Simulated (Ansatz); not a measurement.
## Electronic structure of GaH₄N···SiH₄ in real space

```yaml
atoms:
  - { symbol: Ga, position_ang: [-0.5168, 0.5936, -1.2456] }
  - { symbol: Si, position_ang: [0.6774, -1.7127, 1.2054] }
  - { symbol: H, position_ang: [0.8021, 0.1320, -1.9454] }
  - { symbol: H, position_ang: [-1.7973, -0.2788, -1.0411] }
  - { symbol: H, position_ang: [0.3784, -0.2750, 0.9369] }
  - { symbol: N, position_ang: [-0.6125, 2.3325, -0.7305] }
  - { symbol: H, position_ang: [2.1097, -1.8353, 1.5716] }
  - { symbol: H, position_ang: [-0.1784, -2.1705, 2.3272] }
  - { symbol: H, position_ang: [0.3902, -2.5033, -0.0154] }
  - { symbol: H, position_ang: [-1.4046, 2.7357, -0.2604] }
  - { symbol: H, position_ang: [0.1517, 2.9818, -0.8027] }
```

The product side of a reaction path; geometry: PBE0-D4/def2-TZVP.

These are results of Ansatz 0.2.0, RKS PBE0-D4/def2-TZVPP, not measurements.

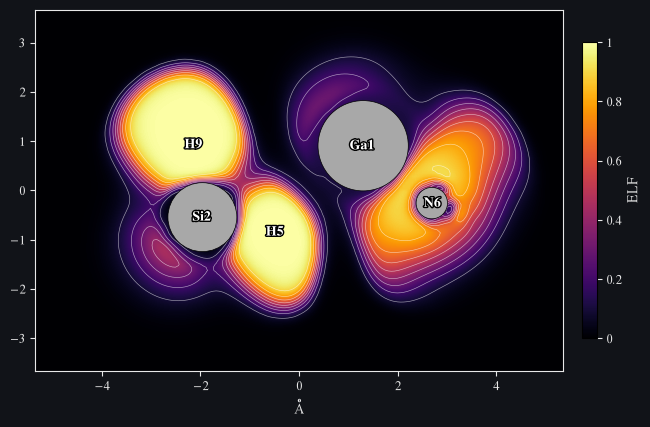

Figure 1. Electron localisation function on the plane of atoms H5, Si2 and H9. Grey discs cover the atomic cores.

Interpret the plot.

Answer. The plane passes through Ga, Si, H and N nuclei.
Ga1···H5 (2.51 Å): the ELF dips to about 0.05 between them.
Ga–N (1.82 Å): the ELF peaks at about 0.85 in the valence shell of N, 0.7 Å from its nucleus, and is about 0.30 at the midpoint.
Si–H (1.48 Å): the ELF climbs to about 1 towards the hydrogen, as it does in any bond to H.
The ELF also peaks beside N6, away from the bonds: lone-pair regions.

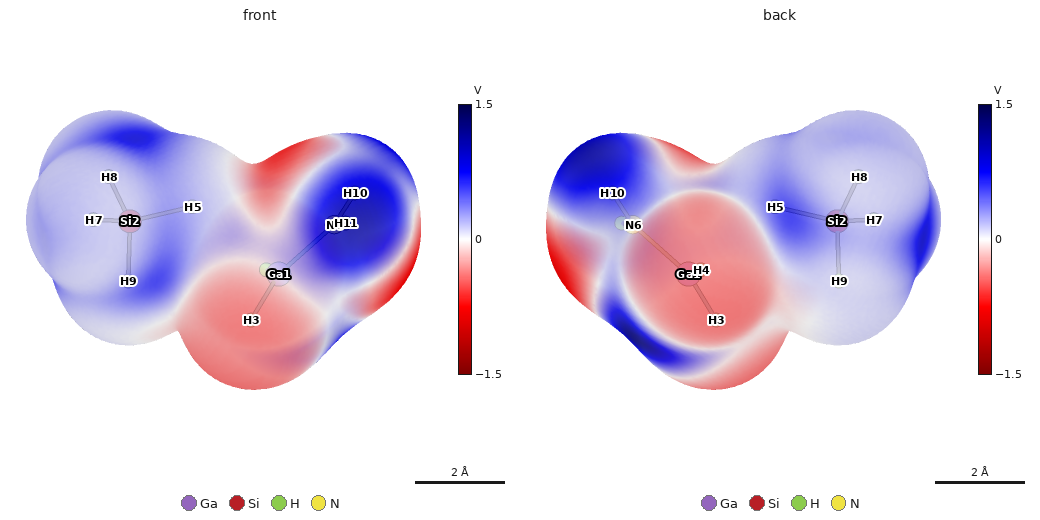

Figure 2. The molecular electrostatic potential painted on the density surface at 0.001 e/bohr³, seen from the front and from behind; red is negative and blue positive.

Describe the electrostatic potential map.

Answer. The most negative region (about −0.8 V) lies over N6, the most positive (about +1.2 V) over Ga1.

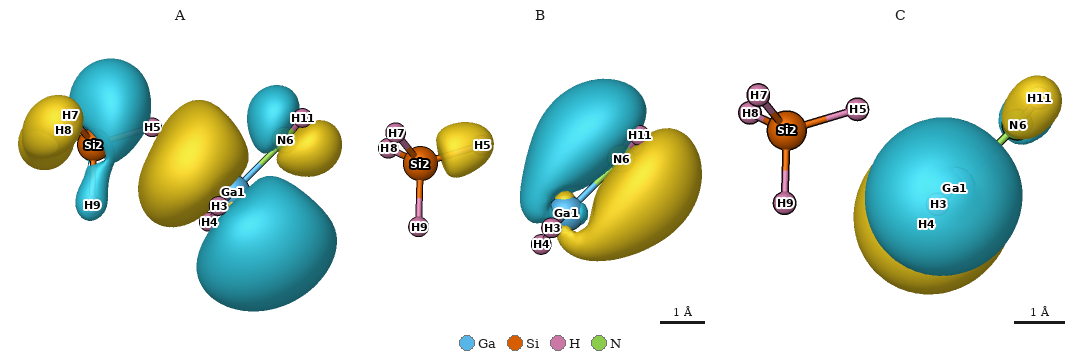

Figure 3. Three frontier orbitals at ±0.06 Å⁻³ᐟ² (yellow and cyan are the two phases), in no order.

Order the three orbitals by energy and name them.

Answer. C is the HOMO−1 (−8.36 eV). It lies mainly on Ga1 (about 35 %), H3 (about 30 %) and H4 (about 30 %). B is the HOMO (−7.22 eV). It lies mainly on N6 (about 70 %) and Ga1 (about 15 %); largely a lone pair of N6. A is the LUMO (−0.49 eV). Its weight (Hirshfeld) is mainly on Ga1 (about 55 %), Si2 (about 15 %) and N6 (about 10 %).

What is the HOMO–LUMO gap?

Answer. 6.73 eV between the orbital energies.

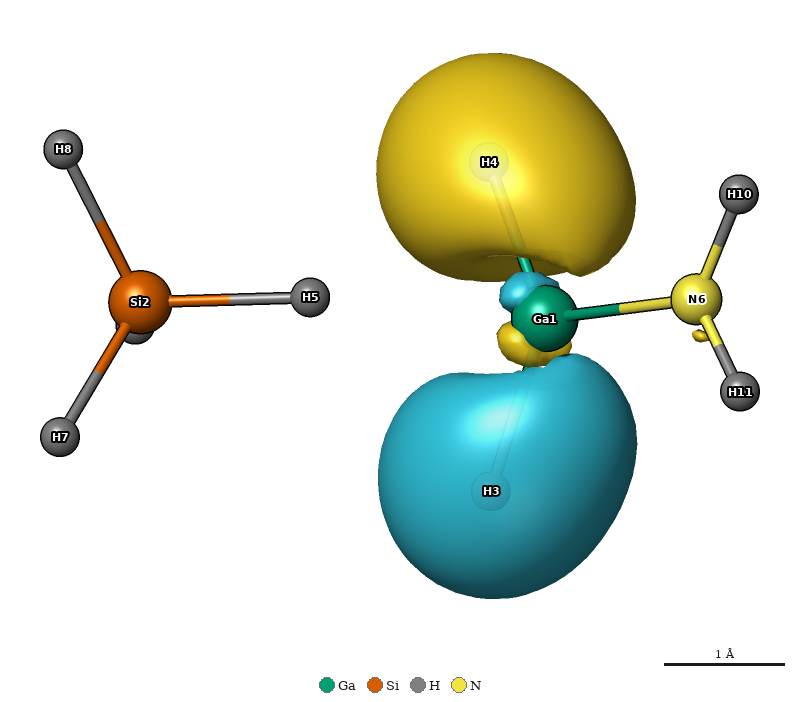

Figure 4. The HOMO−1 at ±0.15 Å⁻³ᐟ² (yellow and cyan are the two phases), seen from one side.

What is the character of this orbital?

Answer. Its weight (Hirshfeld) is mainly on Ga1 (about 35 %), H3 (about 30 %) and H4 (about 30 %). Its energy is −8.36 eV.
